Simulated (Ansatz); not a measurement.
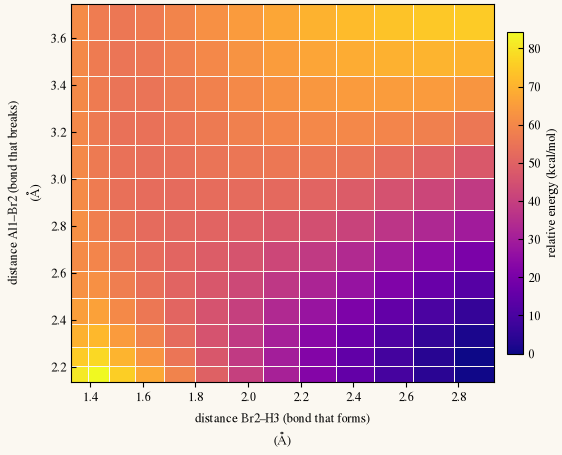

Energy landscape of the reacting system CH4AlBr (fragments CH₄AlBr where the first distance is long, CH₃Al + BrH where the second is long). Coordinates scanned: (1) distance Br2–H3 (bond that forms); (2) distance Al1–Br2 (bond that breaks). Relaxed at each point: all other coordinates. The grid has 13 × 13 points. Points are written as (first, second). All energies are given in kcal/mol relative to the lowest grid point. Energies and slopes of some neighbouring points disagree (a jump in structure or state, or too coarse a mesh). The reference is spin-restricted, so regions where a bond is pulled apart into radicals lie too high. Method: RKS SPW92 (LDA)/def2-SVP (Ansatz 0.2.0).

In the figure: one coloured cell a grid point. 

Summarise what can be read from the map.

The lowest grid point is at (2.859 Å, 2.236 Å). It lies at the edge of the scanned range, so the true minimum may lie outside. The highest grid point, (1.426 Å, 2.169 Å), lies 84 kcal/mol above the lowest.

Time for the 169 points that were run: 15 min on 1 thread of Arm Neoverse V1, with other jobs on the host.
